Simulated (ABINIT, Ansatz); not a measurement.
# Converging GW for CsCdCl3 (Pm-3m) in ABINIT

Wanted: a converged G0W0 gap of CsCdCl3 (Pm-3m), or an estimate of the limit.

Main program and level: ABINIT 10.8.3; LDA and many-body steps on it, plane waves.

The database entry behind the starting cell is an old determination (1928), so it need not match the best structure at ambient conditions.

### 1. The structure

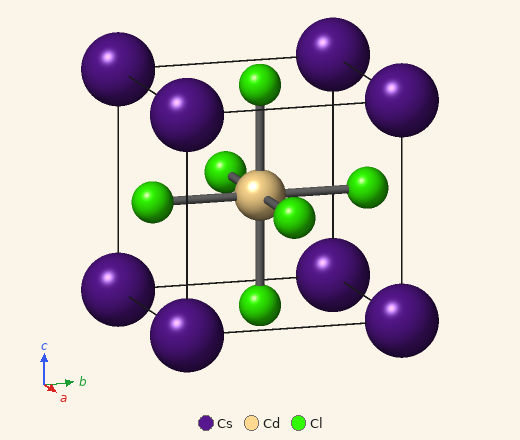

The cell as given, slightly off an axis (caesium purple, cadmium orange, chlorine green). Some periodic images of atoms are drawn too.

The cell and positions come from the Crystallography Open Database and are kept as given unless a step says otherwise. Spin-orbit coupling is left out unless a step names it.

### 2. Empty states on the mesh, 2×2×2 mesh, 488 bands

This step: ABINIT 10.8.3; DFT, LDA, plane waves, norm-conserving pseudopotentials.

The sums over transitions need many empty states on a uniform mesh; this step solves for them.

The input, run.abi:

```
acell 3*1.0 Angstrom
rprim 
  5.200000000000 0.000000000000 0.000000000000
  0.000000000000 5.200000000000 0.000000000000
  0.000000000000 0.000000000000 5.200000000000
ntypat 3
znucl 55 48 17
natom 5
typat 1 2 3 3 3
xred 
  0.000000000000 0.000000000000 0.000000000000
  0.500000000000 0.500000000000 0.500000000000
  0.000000000000 0.500000000000 0.500000000000
  0.500000000000 0.000000000000 0.500000000000
  0.500000000000 0.500000000000 0.000000000000
pp_dirpath "pseudos"
pseudos "Cs.upf, Cd.upf, Cl.upf"
ecut 47
ngkpt 2 2 2
nshiftk 1
shiftk 0 0 0
kptopt 1
chksymbreak 0
iscf -2
irdden 1
istwfk *1
nband 488
nbdbuf 44
tolwfr 1e-09
nstep 60
prtvol 0
indata_prefix "in"
outdata_prefix "out"
tmpdata_prefix "tmp"
```

Command:

```console
OMP_NUM_THREADS=1 mpirun -n 4 abinit run.abi > log
```

Numbers of over 12 decimals in the logs are rounded to 6 here.

What it wrote:

```text
.Version 10.8.3 of ABINIT. v10.8.2 released Aug 2026.

 Symmetries : space group Pm -3 m (#221); Bravais cP (primitive cubic)
[... echo of the input left out ...]
== DATASET  1 ==================================================================
-   mpi_nproc: 4, omp_nthreads: 1 (-1 if OMP is not activated)

--- !DatasetInfo
iteration_state: {dtset: 1, }
dimensions: {natom: 5, nkpt: 4, mband: 488, nsppol: 1, nspinor: 1, nspden: 1, mpw: 14604, }
cutoff_energies: {ecut:  47.0, pawecutdg:  -1.0, }
[...]
4.37569    4.37570    4.37649    4.37649    4.37650    4.39096    4.41501    4.41503
   4.41507    4.41759    4.41774    4.43693    4.43701    4.43728    4.44519    4.52520
 prteigrs : prtvol=0 or 1, do not print more k-points.

== END DATASET(S) ==============================================================
================================================================================

 -outvars: echo values of variables after computation  --------
            nband         488
             nkpt           4
          spgroup         221
 [... the other variables as echoed above ...]

 Calculation completed.
```

It took 14 min on 4 MPI ranks of Intel Xeon Platinum 8375C at 2.90GHz (Ice Lake), shared host; peak memory 0.95 GiB; 58 min of CPU time.

This step gave:

* gap: 1.511 eV
* k of the valence top: 0.5, 0.5, 0.5
* k of the conduction bottom: 0, 0, 0
* least direct gap: 2.094 eV
* k points computed: 4
* lowest point of the top converged band, above the valence top: 111.0061 eV

On this mesh the gap is 1.511 eV.

The density comes from a self-consistent run that is not shown.

### 3. Screening, 2×2×2 mesh, 77 bands, screening to 76.2 eV

The RPA dielectric matrix is built and inverted for each q.

This step: RPA screening on LDA, plane waves, norm-conserving pseudopotentials.

run.abi: that of step 2 with these lines changed.

```diff
@@ -23,10 +23,11 @@
 chksymbreak 0
-iscf -2
-irdden 1
 istwfk *1
-nband 488
-nbdbuf 44
-tolwfr 1e-09
-nstep 60
-prtvol 0
+occopt 1
+irdwfk 1
+optdriver 3
+nband 77
+ecuteps 2.8
+inclvkb 2
+awtr 1
+symchi 1
 indata_prefix "in"
```

What it wrote:

```text
.Version 10.8.3 of ABINIT. v10.8.2 released Aug 2026.

 Symmetries : space group Pm -3 m (#221); Bravais cP (primitive cubic)
[... echo of the input left out ...]
== DATASET  1 ==================================================================
-   mpi_nproc: 4, omp_nthreads: 1 (-1 if OMP is not activated)

--- !DatasetInfo
iteration_state: {dtset: 1, }
dimensions: {natom: 5, nkpt: 4, mband: 77, nsppol: 1, nspinor: 1, nspden: 1, mpw: 14604, }
cutoff_energies: {ecut:  47.0, pawecutdg:  -1.0, }
electrons: {nelect:   5.00000000E+01, charge:   0.00000000E+00, occopt:   1.00000000E+00, tsmear:   1.00000000E-02, }

 SCREENING: Calculation of the susceptibility and dielectric matrices

 Based on a program developped by R.W. Godby, V. Olevano, G. Onida, and L. Reining.
 Incorporated in ABINIT by V. Olevano, G.-M. Rignanese, and M. Torrent.
.Using double precision arithmetic ; gwpc =  8

[... cell and pseudopotentials left out ...]
--------------------------------------------------------------------------------

 ==== K-mesh for the wavefunctions ====
 Number of points in the irreducible wedge :     4
[... list of points left out ...]
 Together with 48 symmetry operations and time-reversal symmetry
 yields     8 points in the full Brillouin Zone.

 ==== Q-mesh for the screening function ====
 Number of points in the irreducible wedge :     4
[... list of points left out ...]
 Together with 48 symmetry operations and time-reversal symmetry
 yields     8 points in the full Brillouin Zone.

 setmesh: FFT mesh size selected  =    40x   40x   40
          total number of points  =        64000

 vcoul_init : cutoff-mode = AUXILIARY_FUNCTION
 q-points for optical limit:   1
     1)      0.000010    0.000020    0.000030

- screening: taking advantage of time-reversal symmetry
- Maximum band index for partially occupied states nbvw = 25
- Remaining bands to be divided among processors   nbcw = 52
- Number of bands treated by each node ~13

 Number of electrons calculated from density =   50.0000; Expected =   50.0000
 average of density, n =  0.052694
 r_s =    1.6547
 omega_plasma =   22.1430 [eV]

 calculating chi0 at frequencies [eV] :
  1    0.000000E+00    0.000000E+00
  2    0.000000E+00    2.214304E+01

--------------------------------------------------------------------------------
  q-point number  1        q = ( 0.000000, 0.000000, 0.000000) [r.l.u.]
--------------------------------------------------------------------------------
[... chi0 elements left out ...]
 For q-point:  0.000010 0.000020 0.000030
  dielectric constant =   4.4929
  dielectric constant without local fields =   4.9521

  Average fulfillment of the sum rule on Im[epsilon] for q-point    1 :     37.83  [%]
[... wings left out ...]
  q-point number  2        q = ( 0.500000, 0.000000, 0.000000) [r.l.u.]
--------------------------------------------------------------------------------
[... chi0 elements left out ...]
  Average fulfillment of the sum rule on Im[epsilon] for q-point    2 :     46.52  [%]

 [... 2 further q-points ...]
```

Wall time 30 s (4 MPI ranks); peak memory 1.8 GiB; 2 min of CPU time.

Numbers from this step:

| Item | Value |
| --- | --- |
| ε∞ with local fields, on this mesh, along the program's q direction | 4.493 |
| the same without local fields | 4.952 |
| plasma frequency | 22.14 eV |
| plane waves in the screening matrix | 203 |

Local fields lower ε∞ by 9 %. On a Γ-centred mesh this coarse the value itself is usually too large, while a short band sum pulls it down.

### 4. 77 bands, 76.2 eV

The self-energy is evaluated for the states that the input lists, and the levels follow from it, in one-shot runs by the linearised quasiparticle equation.

This step: G0W0 on LDA, plane waves, norm-conserving pseudopotentials.

run.abi: that of step 3 with these lines changed.

```diff
@@ -26,8 +26,17 @@
 irdwfk 1
-optdriver 3
+optdriver 4
 nband 77
+gwcalctyp 0
+ecutsigx 47
+symsigma 1
+nkptgw 2
+kptgw 
+  0.5000000000 0.5000000000 0.5000000000
+  0.0000000000 0.0000000000 0.0000000000
+bdgw 
+  24 28
+  23 27
 ecuteps 2.8
-inclvkb 2
-awtr 1
-symchi 1
+irdscr 1
+ppmodel 1
 indata_prefix "in"
```

What it wrote:

```text
.Version 10.8.3 of ABINIT. v10.8.2 released Aug 2026.

 Symmetries : space group Pm -3 m (#221); Bravais cP (primitive cubic)
[... echo of the input left out ...]
== DATASET  1 ==================================================================
-   mpi_nproc: 4, omp_nthreads: 1 (-1 if OMP is not activated)

--- !DatasetInfo
iteration_state: {dtset: 1, }
dimensions: {natom: 5, nkpt: 4, mband: 77, nsppol: 1, nspinor: 1, nspden: 1, mpw: 14604, }
cutoff_energies: {ecut:  47.0, pawecutdg:  -1.0, }
electrons: {nelect:   5.00000000E+01, charge:   0.00000000E+00, occopt:   1.00000000E+00, tsmear:   1.00000000E-02, }

 SIGMA: Calculation of the GW corrections

 Based on a program developped by R.W. Godby, V. Olevano, G. Onida, and L. Reining.
 Incorporated in ABINIT by V. Olevano, G.-M. Rignanese, and M. Torrent.
.Using double precision arithmetic ; gwpc =  8

[... cell and pseudopotentials left out ...]
--------------------------------------------------------------------------------

 ==== K-mesh for the wavefunctions ====
 Number of points in the irreducible wedge :     4
[... list of points left out ...]
 Together with 48 symmetry operations and time-reversal symmetry
 yields     8 points in the full Brillouin Zone.

 ==== Q-mesh for screening function ====
 Number of points in the irreducible wedge :     4
[... list of points left out ...]
 Together with 48 symmetry operations and time-reversal symmetry
 yields     8 points in the full Brillouin Zone.

 vcoul_init : cutoff-mode = AUXILIARY_FUNCTION
 q-points for optical limit:   1
     1)      0.000010    0.000020    0.000030
 setmesh: FFT mesh size selected  =    64x   64x   64
          total number of points  =       262144

 Number of electrons calculated from density =   50.0000; Expected =   50.0000
 average of density, n =  0.052694
 r_s =    1.6547
 omega_plasma =   22.1430 [eV]

 === KS Band Gaps ===
  >>>> For spin  1
   Minimum direct gap =   2.0937 [eV], located at k-point      :   0.0000  0.0000  0.0000
   Fundamental gap    =   1.5109 [eV], Top of valence bands at :   0.5000  0.5000  0.5000
                                       Bottom of conduction at :   0.0000  0.0000  0.0000
 SIGMA fundamental parameters:
 PLASMON POLE MODEL  1
 number of plane-waves for SigmaX                14531
 number of plane-waves for SigmaC and W            203
 number of plane-waves for wavefunctions         14531
 number of bands                                    77
 number of independent spin polarizations            1
 number of spinorial components                      1
 number of k-points in IBZ                           4
 number of q-points in IBZ                           4
 number of symmetry operations                      48
 number of k-points in BZ                            8
 number of q-points in BZ                            8
 number of frequencies for dSigma/dE                 9
 frequency step for dSigma/dE [eV]                0.25
 number of omega for Sigma on real axis              0
 max omega for Sigma on real axis  [eV]           0.00
 zcut for avoiding poles [eV]                     0.10

 EPSILON^-1 parameters (SCR file):
 dimension of the eps^-1 matrix on file            203
 dimension of the eps^-1 matrix used               203
 number of plane-waves for wavefunctions         14531
 number of bands                                    77
 number of q-points in IBZ                           4
 number of frequencies                               2
 number of real frequencies                          1
 number of imag frequencies                          1

 matrix elements of self-energy operator (all in [eV])

 Perturbative Calculation

--- !SelfEnergy_ee
iteration_state: {dtset: 1, }
kpoint     : [   0.500,    0.500,    0.500, ]
spin       : 1
KS_gap     :    5.653
QP_gap     :    7.817
Delta_QP_KS:    2.164
data: !SigmaeeData |
     Band     E0 <VxcDFT>   SigX SigC(E0)      Z dSigC/dE  Sig(E)    E-E0       E
       24   1.681 -17.254 -21.080   3.188   0.797  -0.255 -17.763  -0.508   1.172
       25   1.681 -17.254 -21.080   3.188   0.797  -0.255 -17.763  -0.508   1.172
       26   7.334  -9.931  -5.011  -2.949   0.840  -0.190  -8.276   1.656   8.990
       27   7.334  -9.931  -5.011  -2.949   0.840  -0.190  -8.276   1.656   8.990
       28   7.334  -9.931  -5.011  -2.949   0.840  -0.190  -8.276   1.656   8.990

--- !SelfEnergy_ee
iteration_state: {dtset: 1, }
kpoint     : [   0.000,    0.000,    0.000, ]
spin       : 1
KS_gap     :    2.094
QP_gap     :    4.800
Delta_QP_KS:    2.706
data: !SigmaeeData |
     Band     E0 <VxcDFT>   SigX SigC(E0)      Z dSigC/dE  Sig(E)    E-E0       E
       23   1.098 -14.307 -18.491   3.318   0.790  -0.265 -14.991  -0.684   0.414
       24   1.098 -14.307 -18.491   3.318   0.790  -0.265 -14.991  -0.684   0.414
       25   1.098 -14.307 -18.491   3.318   0.790  -0.265 -14.991  -0.684   0.414
       26   3.192 -13.086  -8.162  -2.488   0.830  -0.205 -11.065   2.022   5.214
       27   7.246  -7.982  -3.357  -3.022   0.852  -0.173  -6.616   1.366   8.612

== END DATASET(S) ==============================================================
================================================================================

 -outvars: echo values of variables after computation  --------
           etotal      0.0000000000E+00
            nband          77
             nkpt           4
          spgroup         221
 [... the other variables as echoed above ...]

 Calculation completed.
```

Wall time 10 s (4 MPI ranks); peak memory 1.6 GiB; 40 s of CPU time.

Numbers from this step:

| Quantity | Value |
| --- | --- |
| G0W0 gap on the points computed | 4.042 eV |
| starting gap on the mesh | 1.511 eV |
| k of the valence top | 0.5, 0.5, 0.5 |
| k of the conduction bottom | 0, 0, 0 |
| Z at the valence top | 0.797 |
| Z at the conduction bottom | 0.83 |
| least direct G0W0 gap on the computed points | 4.800 eV |

The gap on the mesh goes from 1.51 eV to 4.04 eV, a correction of +2.53 eV.

### 5. Screening, 2×2×2 mesh, 196 bands, screening to 141.5 eV

This step: RPA screening on LDA, plane waves, norm-conserving pseudopotentials.

run.abi: that of step 4 with these lines changed.

```diff
@@ -26,17 +26,8 @@
 irdwfk 1
-optdriver 4
-nband 77
-gwcalctyp 0
-ecutsigx 47
-symsigma 1
-nkptgw 2
-kptgw 
-  0.5000000000 0.5000000000 0.5000000000
-  0.0000000000 0.0000000000 0.0000000000
-bdgw 
-  24 28
-  23 27
-ecuteps 2.8
-irdscr 1
-ppmodel 1
+optdriver 3
+nband 196
+ecuteps 5.2
+inclvkb 2
+awtr 1
+symchi 1
 indata_prefix "in"
```

What it wrote:

```text
.Version 10.8.3 of ABINIT. v10.8.2 released Aug 2026.

 Symmetries : space group Pm -3 m (#221); Bravais cP (primitive cubic)
[... echo of the input left out ...]
== DATASET  1 ==================================================================
-   mpi_nproc: 4, omp_nthreads: 1 (-1 if OMP is not activated)

--- !DatasetInfo
iteration_state: {dtset: 1, }
dimensions: {natom: 5, nkpt: 4, mband: 196, nsppol: 1, nspinor: 1, nspden: 1, mpw: 14604, }
cutoff_energies: {ecut:  47.0, pawecutdg:  -1.0, }
electrons: {nelect:   5.00000000E+01, charge:   0.00000000E+00, occopt:   1.00000000E+00, tsmear:   1.00000000E-02, }

 SCREENING: Calculation of the susceptibility and dielectric matrices

 Based on a program developped by R.W. Godby, V. Olevano, G. Onida, and L. Reining.
 Incorporated in ABINIT by V. Olevano, G.-M. Rignanese, and M. Torrent.
.Using double precision arithmetic ; gwpc =  8

[... cell and pseudopotentials left out ...]
--------------------------------------------------------------------------------

 ==== K-mesh for the wavefunctions ====
 Number of points in the irreducible wedge :     4
[... list of points left out ...]
 Together with 48 symmetry operations and time-reversal symmetry
 yields     8 points in the full Brillouin Zone.

 ==== Q-mesh for the screening function ====
 Number of points in the irreducible wedge :     4
[... list of points left out ...]
 Together with 48 symmetry operations and time-reversal symmetry
 yields     8 points in the full Brillouin Zone.

 setmesh: FFT mesh size selected  =    45x   45x   45
          total number of points  =        91125

 vcoul_init : cutoff-mode = AUXILIARY_FUNCTION
 q-points for optical limit:   1
     1)      0.000010    0.000020    0.000030

- screening: taking advantage of time-reversal symmetry
- Maximum band index for partially occupied states nbvw = 25
- Remaining bands to be divided among processors   nbcw = 171
- Number of bands treated by each node ~42

 Number of electrons calculated from density =   50.0000; Expected =   50.0000
 average of density, n =  0.052694
 r_s =    1.6547
 omega_plasma =   22.1430 [eV]

 calculating chi0 at frequencies [eV] :
  1    0.000000E+00    0.000000E+00
  2    0.000000E+00    2.214304E+01

--------------------------------------------------------------------------------
  q-point number  1        q = ( 0.000000, 0.000000, 0.000000) [r.l.u.]
--------------------------------------------------------------------------------
[... chi0 elements left out ...]
 For q-point:  0.000010 0.000020 0.000030
  dielectric constant =   4.5388
  dielectric constant without local fields =   5.0021

  Average fulfillment of the sum rule on Im[epsilon] for q-point    1 :     64.36  [%]
[... wings left out ...]
  q-point number  2        q = ( 0.500000, 0.000000, 0.000000) [r.l.u.]
--------------------------------------------------------------------------------
[... chi0 elements left out ...]
  Average fulfillment of the sum rule on Im[epsilon] for q-point    2 :     69.93  [%]

 [... 2 further q-points ...]
```

Run time: 100 s. Hardware: 4 MPI ranks; peak memory 2.8 GiB; 6.6 min of CPU time.

This step gave:

| Item | Value |
| --- | --- |
| ε∞ with local fields, on this mesh, along the program's q direction | 4.539 |
| the same without local fields | 5.002 |
| plasma frequency | 22.14 eV |
| plane waves in the screening matrix | 515 |

(Part 1 of 2 ends here.)

[Paths, hosts, dates, memory and timing lines, banners, echoed tables and standing remarks are left out of the program output.]

[Logs are printed without paths, hosts, clocks, repeated set-up lines and the standing remarks that a program may print on its own settings, such as how far it seeks lower states.]

[Runs of the session that timed out or met a known fault of the program may be left out.]

[Hosts, paths, dates, database ids (printed as entryN), source tags and the programs' standing remarks are cut or masked in the printed files.]

[G0W0 gaps are taken among the corrected bands and points alone; a level outside them can change the order at an edge.]

[Where Ansatz stands beside ABINIT at settings called matched, ABINIT's density can come from a denser mesh and the files from another edition; pairs whose starting gaps differed by over 0.03 eV were left out, so agreement reads better than it is.]
